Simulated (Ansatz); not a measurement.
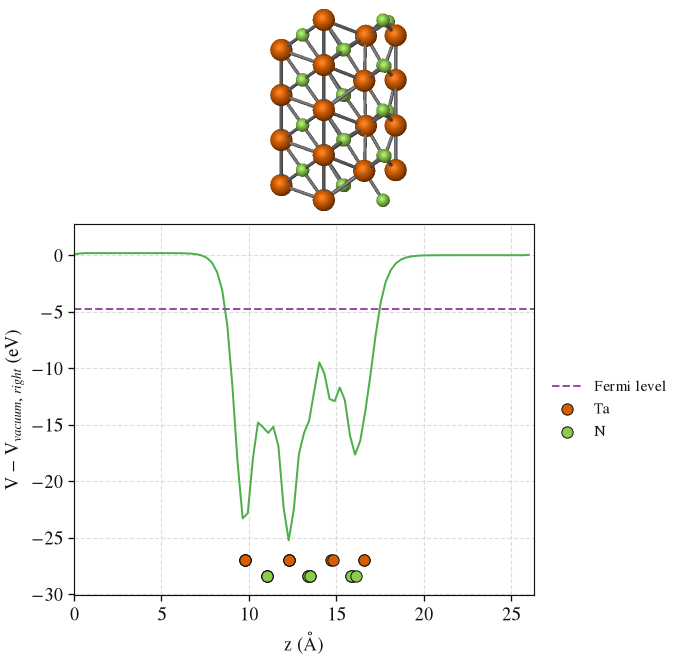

Write a caption with the findings.

Plane-averaged electrostatic potential energy of an electron across the slab; circles at the bottom mark the heights of the atoms. The structure is drawn too. System: a (111) slab cut from TaN (Fm-3m), ended by N above and Ta below, 24 atoms in the cell, the slab at its places in the relaxed adsorbed structure. Computed with Ansatz 0.2.0: DFT PBE+D3(BJ), scalar-relativistic, plane waves, PAW, no spin polarisation, 4×4×1 k mesh, 420 eV cutoff.

The work function is 4.79 eV at the right face and 4.98 eV at the left. The vacuum levels differ by 0.18 eV, so the slab carries a dipole along its normal. The outermost atoms are 6.8 Å apart, which leaves 19.5 Å of vacuum in a cell 26.3 Å high.

The atoms aren't at rest in this cell (largest force 1.4 eV/Å), so the relaxed material can differ. Spin-orbit coupling is left out, which matters for Ta.
